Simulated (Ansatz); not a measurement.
# TiN$_{2}$H$_{5}$OF: geometry relaxation

The run: geometry relaxation of TiN$_{2}$H$_{5}$OF. Method and program: RKS r2SCAN/def2-SVP (Ansatz 0.2.0).

It belongs to a series of runs on one base structure; here: start relaxed. Figures and captions count atoms from 1; the log counts them from 0 in places.

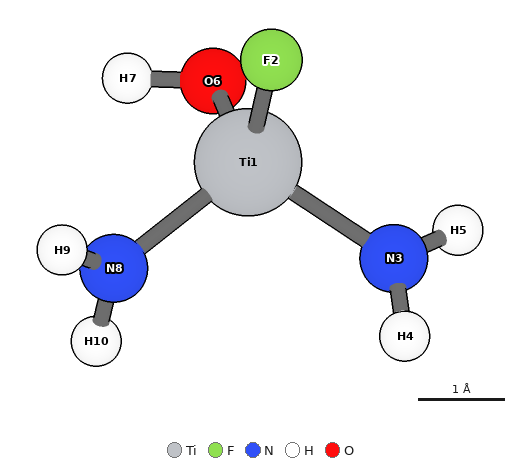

Figure 1. The starting structure (ball-and-stick view, seen at a tilt; atoms are numbered from 1 in the order of the input). Sticks mark near contacts. Bond lengths as drawn: F–Ti 1.83 Å, H–N 1.06 Å, H–O 1.01 Å, N–Ti 2.06 Å and O–Ti 1.92 Å.

The input:
```yaml
crystal:
  periodic: [false, false, false]
  atoms:
    - { symbol: Ti, position_ang: [0.0, 0.0, 0.0] }
    - { symbol: F, position_ang: [0.0, 0.0, 1.83] }
    - { symbol: "N", position_ang: [1.9426, 0.0, -0.686] }
    - { symbol: H, position_ang: [2.4408, -0.918, -0.8667] }
    - { symbol: H, position_ang: [2.4438, 0.918, -0.8582] }
    - { symbol: O, position_ang: [-0.9043, 1.5667, -0.6394] }
    - { symbol: H, position_ang: [-1.8621, 1.336, -0.8617] }
    - { symbol: "N", position_ang: [-0.9703, -1.681, -0.686] }
    - { symbol: H, position_ang: [-1.5052, -2.2973, -0.0095] }
    - { symbol: H, position_ang: [-0.9349, -1.9302, -1.7156] }
basis:
  gaussian: { orbitals: def2-SVP }
hamiltonian:
  xc: r2scan
relax:
  f_tol: 0.02
  max_steps: 40
output:
  orbitals: {}
```

Command:
```bash
ansatz run input.yaml --threads 4 --pin off --max-ram 5120MiB --backend cpu --events-out ev --progress --plain --runs-dir out
```

Output:
```
The last accepted step is kept in [file] (removed where the run ends without a failure and the disk answers)
Engine: ansatz 0.2.0, aarch64-unknown-linux-gnu
Functional definition: r2SCAN
  parameter k0 = 0.174
  parameter k1 = 0.065
  parameter a1 = 4.9479
  exchange = r2scan_x(k0 = k0, k1 = k1, a1 = a1)
  correlation = r2scan_c
1305 factors; their error is unknown
mean field evaluation 1: about -30907.3152 eV, gradient 1.1e2 eV
mean field evaluation 2: about -30333.8930 eV, gradient 4.2e2 eV
mean field evaluation 4: about -30882.8583 eV, gradient 1.7e2 eV
mean field evaluation 8: about -30918.6567 eV, gradient 7.5e1 eV
mean field evaluation 16: about -30931.4690 eV, gradient 7.7e-6 eV
mean field -30931.46897809 eV, -1136.7105188420 hartree, gradient 7.7e-6 eV, S^2 0.000000; 0 other end points of the search recorded, 0 dependent functions left out
the calculation of the forces begins
reference -30931.46902237 eV, -1136.7105204694 hartree; 29, 29 occupied and 83, 83 virtual orbitals, 1305 factors
relax step   1: F+E_penalty+E_count = -30931.46897809 eV  Δ(F+E_penalty+E_count) = +0.000e0 eV  max|allowed force component| = 2.522e0 eV/Å  Δτ_max = 0.0000 Å  (54 SCF iters, accepted)
these checks for a lower state are left out or cut short: starts, cluster_reference, orbital_swaps, neighbouring_geometries, increment
1305 factors; their error is unknown
mean field -30932.57531424 eV, -1136.7511759457 hartree, gradient 1.8e-5 eV, S^2 0.000000; 0 other end points of the search recorded, 0 dependent functions left out
[... from here on the field's lines of each further geometry are left out, up to the last ...]
relax step   2: F+E_penalty+E_count = -30932.57531424 eV  Δ(F+E_penalty+E_count) = -1.106e0 eV  max|allowed force component| = 9.443e-1 eV/Å  Δτ_max = 0.1987 Å  (39 SCF iters, accepted)
relax step   3: F+E_penalty+E_count = -30932.65002032 eV  Δ(F+E_penalty+E_count) = -7.471e-2 eV  max|allowed force component| = 4.331e-1 eV/Å  Δτ_max = 0.0922 Å  (33 SCF iters, accepted)
relax step   4: F+E_penalty+E_count = -30932.69330633 eV  Δ(F+E_penalty+E_count) = -4.329e-2 eV  max|allowed force component| = 7.669e-1 eV/Å  Δτ_max = 0.2000 Å  (39 SCF iters, accepted)
relax step   5: F+E_penalty+E_count = -30932.72459985 eV  Δ(F+E_penalty+E_count) = -3.129e-2 eV  max|allowed force component| = 4.513e-1 eV/Å  Δτ_max = 0.1599 Å  (39 SCF iters, accepted)
relax step   6: F+E_penalty+E_count = -30932.74740835 eV  Δ(F+E_penalty+E_count) = -2.281e-2 eV  max|allowed force component| = 1.869e-1 eV/Å  Δτ_max = 0.1995 Å  (38 SCF iters, accepted)
relax step   7: F+E_penalty+E_count = -30932.74670550 eV  Δ(F+E_penalty+E_count) = +7.028e-4 eV  max|allowed force component| = 2.737e-1 eV/Å  Δτ_max = 0.2000 Å  (39 SCF iters, rejected (line search))
relax step   8: F+E_penalty+E_count = -30932.75897390 eV  Δ(F+E_penalty+E_count) = -1.157e-2 eV  max|allowed force component| = 6.234e-2 eV/Å  Δτ_max = 0.1000 Å  (32 SCF iters, accepted)
relax step   9: F+E_penalty+E_count = -30932.76016136 eV  Δ(F+E_penalty+E_count) = -1.187e-3 eV  max|allowed force component| = 3.989e-2 eV/Å  Δτ_max = 0.0344 Å  (33 SCF iters, accepted)
relax step  10: F+E_penalty+E_count = -30932.76015901 eV  Δ(F+E_penalty+E_count) = +2.353e-6 eV  max|allowed force component| = 4.654e-2 eV/Å  Δτ_max = 0.0025 Å  (25 SCF iters, rejected (line search))
relax step  11: F+E_penalty+E_count = -30932.76021756 eV  Δ(F+E_penalty+E_count) = -5.620e-5 eV  max|allowed force component| = 3.734e-2 eV/Å  Δτ_max = 0.0012 Å  (27 SCF iters, accepted)
relax step  12: F+E_penalty+E_count = -30932.76026869 eV  Δ(F+E_penalty+E_count) = -5.113e-5 eV  max|allowed force component| = 2.989e-2 eV/Å  Δτ_max = 0.0256 Å  (33 SCF iters, accepted)
the calculation of the forces begins
reference -30932.76044759 eV, -1136.7579794708 hartree; 29, 29 occupied and 83, 83 virtual orbitals, 1305 factors
relax step  13: F+E_penalty+E_count = -30932.76040430 eV  Δ(F+E_penalty+E_count) = -1.356e-4 eV  max|allowed force component| = 6.468e-3 eV/Å  Δτ_max = 0.0117 Å  (33 SCF iters, accepted)
```

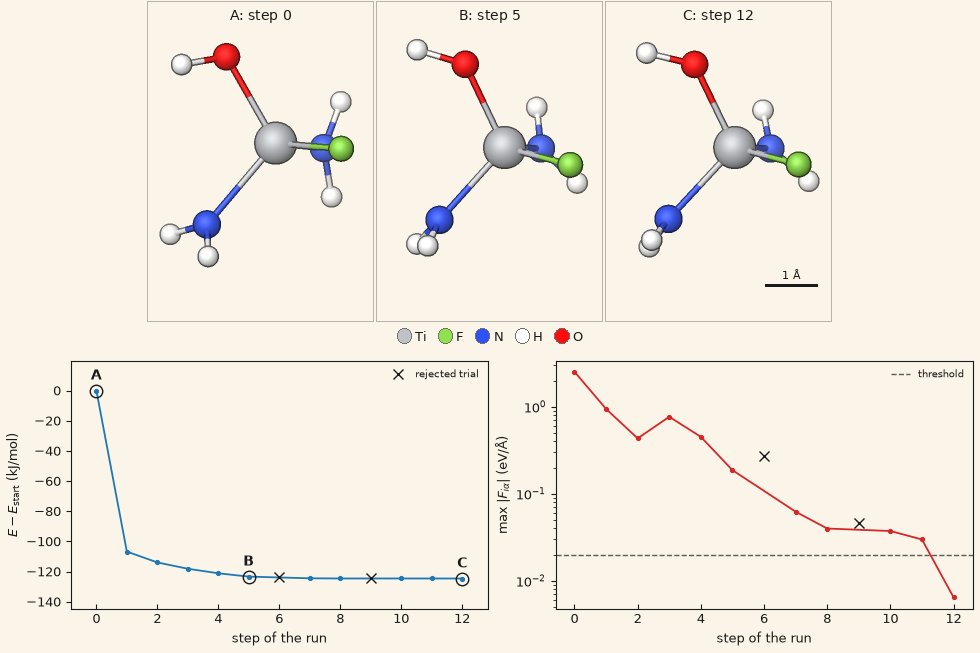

Figure 2. Frames of the relaxation (ball-and-stick view, seen at a tilt) above the curves, on which the letters mark them (the first geometry is step 0 here and step 1 in the log).

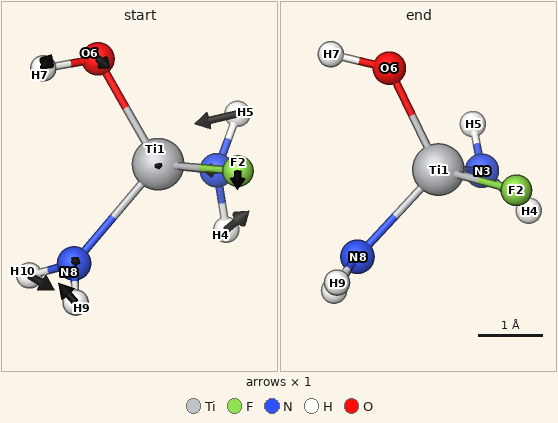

Figure 3. Before (left) and after (right) the relaxation, at one scale (ball-and-stick view, seen at a tilt). The black arrows give the displacements, at true length. The largest move after the best rigid fit is that of H5, 0.71 Å. By element the largest moves are H 0.71 Å, F 0.31 Å, O 0.28 Å, N 0.25 Å, Ti 0.09 Å. Among the contacts that change: Ti1–N3 2.060 → 1.873 Å, Ti1–N8 2.059 → 1.878 Å, Ti1–O6 1.919 → 1.795 Å, Ti1–F2 1.830 → 1.770 Å. Among the angles that change: Ti1–O6–H7 109.5° → 129.9°, H4–N3–H5 120.0° → 109.8°, Ti1–N8–H10 120.0° → 126.2°. After 12 geometry steps the energy has fallen by 124.6 kJ/mol. The largest force component goes from 2.5 to 0.0065 eV/Å. The line search rejected the trial steps at points 6, 9 (counted from 0) and went back. (Atoms are counted from 1 in the order of the input.)

```
1305 factors; their error is unknown
mean field -30932.76040430 eV, -1136.7579778800 hartree, gradient 1.8e-5 eV, S^2 0.000000; 1 other end points of the search recorded, 0 dependent functions left out
the calculation of the forces begins
reference -30932.76044759 eV, -1136.7579794708 hartree; 29, 29 occupied and 83, 83 virtual orbitals, 1305 factors
Total energy: -30932.76044759 eV, -1136.7579794708 hartree
Atom 0 at     0.004621    -0.081539     0.035984 Å, force     0.005398     0.000632     0.001539 eV/Å
Atom 1 at     0.062829    -0.296219     1.792348 Å, force     0.000228    -0.000179    -0.001284 eV/Å
Atom 2 at     1.703612    -0.031033    -0.751698 Å, force     0.000597    -0.006468     0.005201 eV/Å
Atom 3 at     2.495662    -0.589037    -0.432842 Å, force    -0.006349     0.004452    -0.002345 eV/Å
Atom 4 at     2.026494     0.689648    -1.395137 Å, force     0.001089     0.000572    -0.000593 eV/Å
Atom 5 at    -0.844028     1.437898    -0.403695 Å, force    -0.002059    -0.001718    -0.001543 eV/Å
Atom 6 at    -1.642058     1.571528    -0.928063 Å, force    -0.000389     0.001961     0.000207 eV/Å
Atom 7 at    -0.886113    -1.568661    -0.686919 Å, force     0.000483    -0.000046    -0.001326 eV/Å
Atom 8 at    -1.696424    -2.006184    -0.248451 Å, force     0.003003     0.001054    -0.000589 eV/Å
Atom 9 at    -0.574195    -2.132203    -1.474628 Å, force    -0.002001    -0.000261     0.000735 eV/Å
Dipole moment:    -0.047694    -0.191014    -0.562303 e Å
```

Trajectory as extended XYZ (Å, eV, eV/Å), 13 frames, from step=1 to step=13:
```
10
Properties=species:S:1:pos:R:3:forces:R:3 step=1 energy=-30931.46898
Ti    0.0000    0.0000    0.0000    0.5004  -0.3461  -0.9394
F     0.0000    0.0000    1.8300   -0.1444  -0.0802  -1.8818
N     1.9426    0.0000   -0.6860   -2.1119  -0.0169   0.6096
H     2.4408   -0.9180   -0.8667   -0.3869   1.8101   0.1732
H     2.4438    0.9180   -0.8582   -0.3934  -1.7845   0.1184
O    -0.9043    1.5667   -0.6394   -0.5271  -2.5221   0.5145
H    -1.8621    1.3360   -0.8617    1.6586   0.5200   0.2992
N    -0.9703   -1.6810   -0.6860    0.9990   1.7968   0.8501
H    -1.5052   -2.2973   -0.0095    0.7642   0.6485  -1.5397
H    -0.9349   -1.9302   -1.7156   -0.3586  -0.0257   1.7959
10
Properties=species:S:1:pos:R:3:forces:R:3 step=2 energy=-30932.57531
Ti    0.0197   -0.0250   -0.0241   -0.4524   0.6012   0.4375
F    -0.0729   -0.1159    1.7581    0.1094  -0.0321  -0.4923
N     1.7679   -0.0225   -0.7007    0.0505  -0.1283  -0.0076
H     2.3116   -0.8864   -0.8286   -0.0059   0.6017  -0.0103
H     2.2879    0.8429   -0.8894    0.0239  -0.5043  -0.0114
O    -0.8247    1.4984   -0.5956   -0.7228  -0.9443  -0.2099
H    -1.7288    1.3024   -0.9513    0.9337   0.4248   0.3239
N    -0.8848   -1.5497   -0.6337   -0.0388  -0.1931   0.1584
H    -1.3138   -2.2452    0.0013    0.2135   0.3571  -0.6809
H    -0.9117   -1.8048   -1.6291   -0.1110  -0.1825   0.4925
10
Properties=species:S:1:pos:R:3:forces:R:3 step=3 energy=-30932.65002
Ti   -0.0002   -0.0202   -0.0163    0.0333   0.2194   0.2873
F    -0.0500   -0.1420    1.7526    0.0039   0.0034  -0.1124
N     1.7398   -0.0212   -0.7036   -0.0651  -0.0367  -0.0177
H     2.3073   -0.8592   -0.8134    0.1115   0.0937  -0.0012
H     2.2618    0.8254   -0.9207    0.0972  -0.0600  -0.0659
O    -0.8199    1.4912   -0.5812   -0.4331  -0.3404  -0.0776
H    -1.7127    1.3512   -0.9488    0.3408   0.2831   0.0722
N    -0.8758   -1.5501   -0.6318   -0.0422  -0.0788  -0.0730
H    -1.3551   -2.2179   -0.0263    0.0194   0.0124  -0.1859
H    -0.8448   -1.8630   -1.6037   -0.0657  -0.0960   0.1741
10
Properties=species:S:1:pos:R:3:forces:R:3 step=4 energy=-30932.69331
Ti   -0.0041   -0.0193    0.0131   -0.0192  -0.2177   0.0888
F     0.0012   -0.2012    1.7715    0.0067   0.0020   0.0450
N     1.7001   -0.0376   -0.7602    0.7669  -0.1813  -0.0066
H     2.3776   -0.8100   -0.6328   -0.4758   0.4604  -0.0653
H     2.2050    0.7915   -1.0837   -0.1211  -0.1222  -0.0152
O    -0.8639    1.4735   -0.4975   -0.0248  -0.0035   0.0005
H    -1.6938    1.4337   -0.9887   -0.0295   0.1383  -0.0524
N    -0.8557   -1.5509   -0.6421   -0.2636  -0.2146   0.0699
H    -1.4280   -2.1841   -0.0757    0.0971   0.1621  -0.1312
H    -0.7881   -1.9014   -1.5970    0.0634  -0.0235   0.0665
10
Properties=species:S:1:pos:R:3:forces:R:3 step=5 energy=-30932.72460
Ti   -0.0144   -0.0836    0.0447    0.0966   0.1820  -0.0045
F     0.0156   -0.2481    1.8076   -0.0020  -0.0350  -0.0170
N     1.6796    0.0060   -0.7502    0.4513  -0.2476  -0.0124
H     2.4033   -0.7148   -0.6260   -0.2619   0.2866  -0.0255
H     2.0968    0.8450   -1.1596   -0.1174  -0.1539   0.0388
O    -0.7889    1.4562   -0.4627   -0.1495  -0.1002   0.0525
H    -1.5610    1.5064   -1.0401   -0.0016   0.0926  -0.0178
N    -0.9004   -1.5874   -0.6445   -0.1287  -0.1480   0.0295
H    -1.5389   -2.1766   -0.1039    0.0770   0.1210  -0.0756
H    -0.7413   -2.0089   -1.5584    0.0364   0.0025   0.0320
10
Properties=species:S:1:pos:R:3:forces:R:3 step=6 energy=-30932.74741
Ti   -0.0196   -0.0834    0.0301    0.1767  -0.1144   0.1435
F     0.0848   -0.3023    1.7828   -0.0712   0.0105  -0.0336
N     1.6910   -0.0300   -0.7484   -0.1869   0.1191  -0.0587
H     2.4695   -0.6265   -0.4696   -0.0034   0.0333  -0.0194
H     2.0221    0.7491   -1.3178    0.0438  -0.0952   0.0313
O    -0.8631    1.4399   -0.3961   -0.0468   0.1000  -0.1535
H    -1.5748    1.6316   -1.0217    0.0691  -0.0592   0.1299
N    -0.9026   -1.5880   -0.6673    0.0799  -0.0040  -0.1180
H    -1.6239   -2.1089   -0.1708   -0.0396   0.0041  -0.0011
H    -0.6329   -2.0873   -1.5142   -0.0216   0.0058   0.0795
10
Properties=species:S:1:pos:R:3:forces:R:3 step=7 energy=-30932.74671 accepted=F
Ti   -0.0037   -0.0827    0.0225    0.1117   0.1131  -0.2737
F     0.0592   -0.2906    1.7749    0.0177  -0.0221   0.1978
N     1.6870   -0.0149   -0.7831    0.0128  -0.0750   0.1118
H     2.4417   -0.6439   -0.5073    0.0281   0.0287  -0.0021
H     2.0664    0.7667   -1.3151   -0.0320  -0.0247  -0.0261
O    -0.8304    1.4543   -0.4024   -0.1229  -0.0777  -0.0080
H    -1.6399    1.5718   -0.9154    0.0412   0.0378   0.0076
N    -0.8782   -1.5836   -0.6904   -0.0778  -0.0192   0.0140
H    -1.7264   -1.9676   -0.2686    0.0943  -0.0325  -0.0494
H    -0.5254   -2.2153   -1.4083   -0.0732   0.0715   0.0281
10
Properties=species:S:1:pos:R:3:forces:R:3 step=8 energy=-30932.75897
Ti   -0.0017   -0.0842    0.0358    0.0411   0.0170   0.0362
F     0.0641   -0.2902    1.7912   -0.0182  -0.0209   0.0213
N     1.7020   -0.0293   -0.7419   -0.0327   0.0321  -0.0623
H     2.4927   -0.5994   -0.4419   -0.0078   0.0297  -0.0144
H     2.0149    0.7009   -1.3815    0.0207  -0.0542   0.0439
O    -0.8411    1.4405   -0.4031   -0.0328   0.0080  -0.0495
H    -1.6231    1.5863   -0.9495    0.0278  -0.0102   0.0325
N    -0.8912   -1.5746   -0.6833    0.0260   0.0026  -0.0292
H    -1.6734   -2.0415   -0.2258   -0.0197   0.0008   0.0019
H    -0.5928   -2.1144   -1.4930   -0.0043  -0.0048   0.0196
10
Properties=species:S:1:pos:R:3:forces:R:3 step=9 energy=-30932.76016
Ti    0.0028   -0.0817    0.0406    0.0175   0.0163  -0.0399
F     0.0548   -0.2971    1.7965    0.0067  -0.0019   0.0159
N     1.6998   -0.0344   -0.7547   -0.0105   0.0080   0.0262
H     2.4934   -0.5951   -0.4452   -0.0055  -0.0047   0.0044
H     2.0222    0.6959   -1.3874   -0.0006   0.0046  -0.0098
O    -0.8442    1.4377   -0.4026    0.0317  -0.0023   0.0196
H    -1.6330    1.5763   -0.9384   -0.0256   0.0008  -0.0130
N    -0.8850   -1.5678   -0.6845   -0.0088  -0.0166   0.0039
H    -1.6877   -2.0144   -0.2414   -0.0029   0.0003  -0.0028
H    -0.5728   -2.1252   -1.4762   -0.0019  -0.0044  -0.0045
10
Properties=species:S:1:pos:R:3:forces:R:3 step=10 energy=-30932.76016 accepted=F
Ti    0.0028   -0.0814    0.0389    0.0184   0.0105   0.0340
F     0.0555   -0.2961    1.7972    0.0046   0.0042  -0.0465
N     1.7001   -0.0344   -0.7552   -0.0128   0.0094   0.0217
H     2.4926   -0.5964   -0.4456   -0.0028  -0.0067   0.0060
H     2.0239    0.6963   -1.3866   -0.0001   0.0059  -0.0112
O    -0.8447    1.4381   -0.4028    0.0367  -0.0052   0.0187
H    -1.6348    1.5766   -0.9365   -0.0304   0.0026  -0.0164
N    -0.8849   -1.5680   -0.6850   -0.0074  -0.0105   0.0047
H    -1.6885   -2.0134   -0.2426   -0.0077  -0.0012   0.0012
H    -0.5717   -2.1271   -1.4749    0.0015  -0.0089  -0.0122
10
Properties=species:S:1:pos:R:3:forces:R:3 step=11 energy=-30932.76022
Ti    0.0032   -0.0816    0.0400    0.0031   0.0032  -0.0084
F     0.0553   -0.2971    1.7965    0.0065   0.0002  -0.0004
N     1.7000   -0.0337   -0.7537    0.0060   0.0235   0.0009
H     2.4931   -0.5954   -0.4449   -0.0024  -0.0046   0.0044
H     2.0222    0.6960   -1.3879   -0.0056  -0.0120   0.0055
O    -0.8434    1.4380   -0.4023   -0.0357   0.0136  -0.0279
H    -1.6339    1.5764   -0.9384    0.0373  -0.0097   0.0300
N    -0.8851   -1.5683   -0.6843    0.0039  -0.0124  -0.0094
H    -1.6881   -2.0144   -0.2416   -0.0069  -0.0027  -0.0002
H    -0.5730   -2.1258   -1.4764   -0.0063   0.0008   0.0053
10
Properties=species:S:1:pos:R:3:forces:R:3 step=12 energy=-30932.76027
Ti    0.0062   -0.0830    0.0335   -0.0137  -0.0127  -0.0082
F     0.0720   -0.2946    1.7895   -0.0048  -0.0036   0.0118
N     1.7042   -0.0335   -0.7545    0.0175   0.0296  -0.0167
H     2.4969   -0.5831   -0.4228    0.0020   0.0015  -0.0096
H     2.0293    0.6915   -1.3932   -0.0061  -0.0299   0.0178
O    -0.8440    1.4355   -0.4055    0.0118   0.0027   0.0094
H    -1.6445    1.5668   -0.9259   -0.0150   0.0054  -0.0106
N    -0.8884   -1.5693   -0.6877    0.0097   0.0149   0.0047
H    -1.7007   -2.0032   -0.2497   -0.0052  -0.0034   0.0050
H    -0.5806   -2.1329   -1.4768    0.0038  -0.0046  -0.0038
10
Properties=species:S:1:pos:R:3:forces:R:3 step=13 energy=-30932.76040
Ti    0.0046   -0.0815    0.0360    0.0054   0.0006   0.0015
F     0.0628   -0.2962    1.7923    0.0002  -0.0002  -0.0013
N     1.7036   -0.0310   -0.7517    0.0006  -0.0065   0.0052
H     2.4957   -0.5890   -0.4328   -0.0063   0.0045  -0.0023
H     2.0265    0.6896   -1.3951    0.0011   0.0006  -0.0006
O    -0.8440    1.4379   -0.4037   -0.0021  -0.0017  -0.0015
H    -1.6421    1.5715   -0.9281   -0.0004   0.0020   0.0002
N    -0.8861   -1.5687   -0.6869    0.0005   0.0000  -0.0013
H    -1.6964   -2.0062   -0.2485    0.0030   0.0011  -0.0006
H    -0.5742   -2.1322   -1.4746   -0.0020  -0.0003   0.0007
```

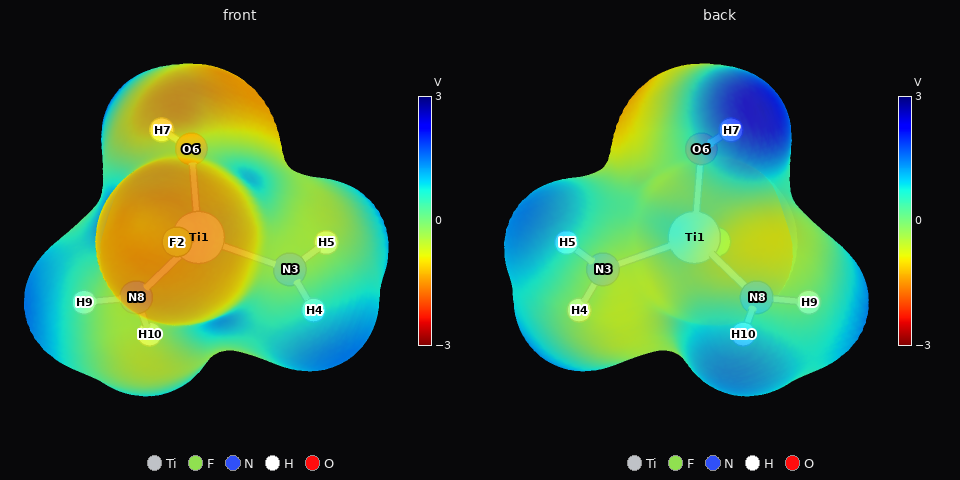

Figure 4. The molecular electrostatic potential painted on the density surface at 0.002 e/bohr³, seen at a tilt and from behind; the colour scale runs from red (negative) to blue (positive). A positive charge is drawn to the negative regions and a negative charge to the positive ones.

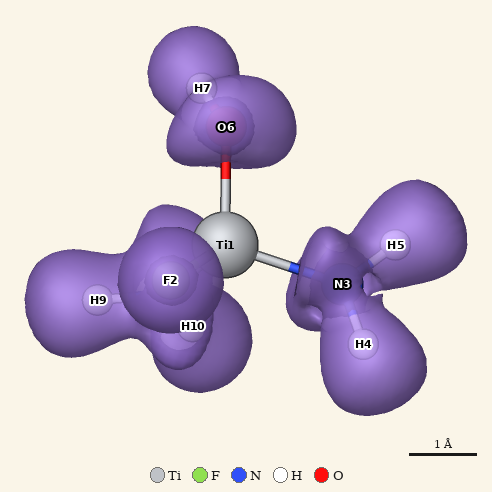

Figure 5. Isosurface of the ELF at 0.75 (purple), seen at a tilt. Core shells and regions of very low density are left out. Along the contacts the grid gives the following. Ti–F (1.77 Å): the ELF peaks at about 0.85 in the valence shell of F, 0.5 Å from its nucleus, and drops to about 0.15 between the two atoms. Ti–O (1.80 Å): the ELF peaks at about 0.85 in the valence shell of O, 0.5 Å from its nucleus, and drops to about 0.25 between the two atoms.

Summary:

```tsv
quantity	value
outcome	converged
total energy	−30932.7604 eV
mean-field energy	−30932.7604 eV
largest force (length of the vector) at the end	0.008 eV/Å
hardware	4 threads of Arm Neoverse V1, 24 GiB of memory available, shared host
wall time	42 s (CPU time 2.6 min)
peak memory	0.21 GiB
```
